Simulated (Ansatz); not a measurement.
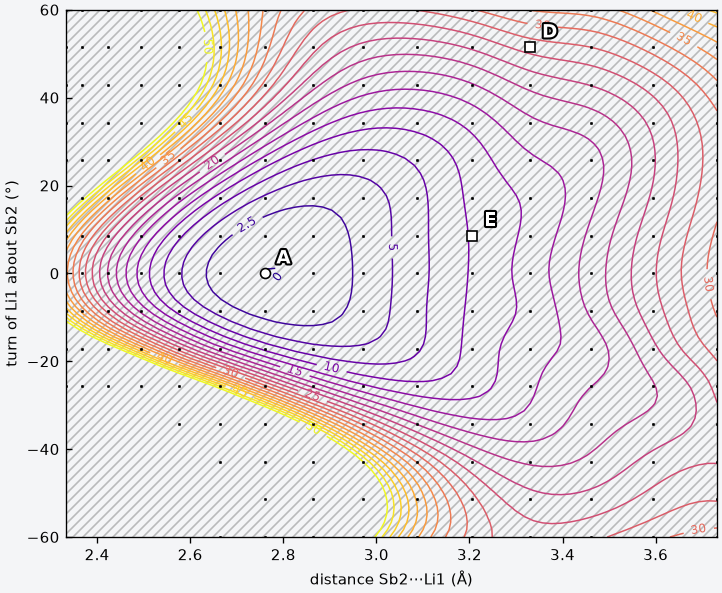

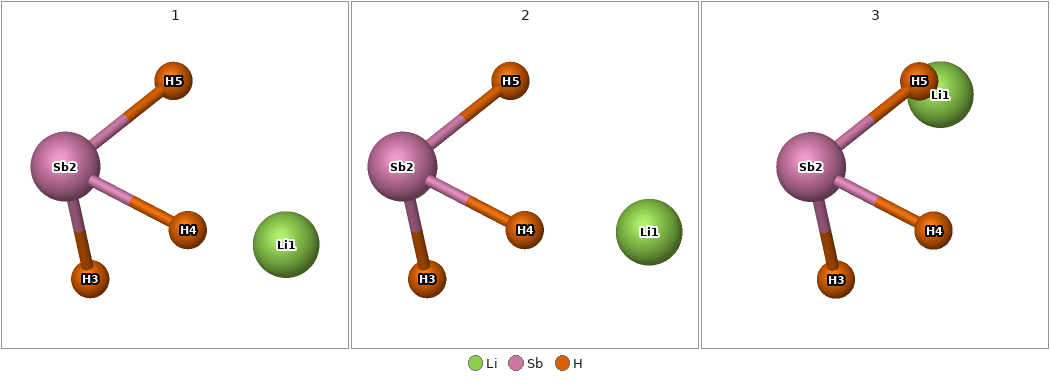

The pair Li···H₃Sb, charge +1. The turn is about an axis along (−0.86, 0.33, 0.39) in the frame of the relaxed pair, normal to the line between the partners. The first coordinate is: distance Sb2···Li1; the second: turn of Li1 about Sb2. The scan uses a 15 × 15 grid. At 20 points there is no value (left out of the scan, as a rule where atoms come close). Points are written as (first, second). Energies are in kJ/mol, from the lowest grid point. All numbers below come from RKS PBE0-D4/def2-TZVPD in Ansatz 0.2.0.

The picture shows contour lines labelled in kJ/mol (none above 50), dots at the grid points, hatched blanks where no value was computed, lettered points. Between grid points the surface is interpolated. The numbered pictures are the structures at these points, in random order.

### Which structure belongs to which point?

A is structure 1: (2.760 Å, 0.0°), 0 kJ/mol; D is structure 3: (3.331 Å, 51.4°), 26 kJ/mol; E is structure 2: (3.206 Å, 8.6°), 10 kJ/mol.
